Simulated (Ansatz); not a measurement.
```yaml
atoms:
  - { symbol: B, position_ang: [0.2740, -0.9483, -0.5787] }
  - { symbol: F, position_ang: [1.2776, -0.6683, 0.2802] }
  - { symbol: O, position_ang: [0.2844, -2.1269, -1.2458] }
  - { symbol: H, position_ang: [1.0520, -2.6598, -1.0192] }
  - { symbol: O, position_ang: [-0.7257, -0.0704, -0.7704] }
  - { symbol: H, position_ang: [-0.6310, 0.7304, -0.2308] }
  - { symbol: P, position_ang: [-0.1653, 2.6277, 1.2937] }
  - { symbol: H, position_ang: [-1.1051, 3.3106, 2.1199] }
  - { symbol: H, position_ang: [0.5056, 3.8132, 0.8762] }
  - { symbol: H, position_ang: [0.7429, 2.3404, 2.3531] }
```

Computed with RKS PBE0/def2-SVP (Ansatz).

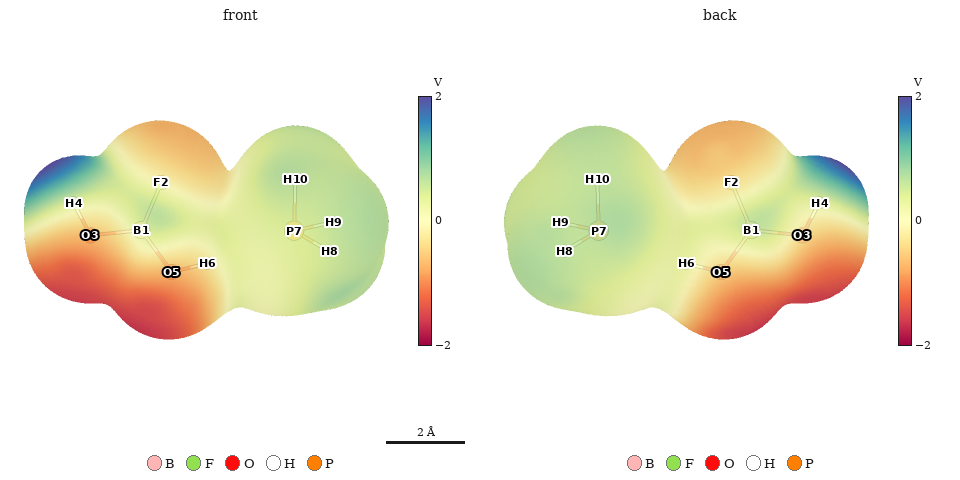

BFH$_{2}$O$_{2}$···PH$_{3}$. The molecular electrostatic potential painted on the density surface at 0.001 e/bohr³, seen from the front and from behind; the colour scale runs from red (negative) to blue (positive).

Describe the electrostatic potential map.

The most negative region (about −1.6 V) lies over O5, the most positive (about +1.9 V) over H4. O5 is the likeliest acceptor of a hydrogen bond.
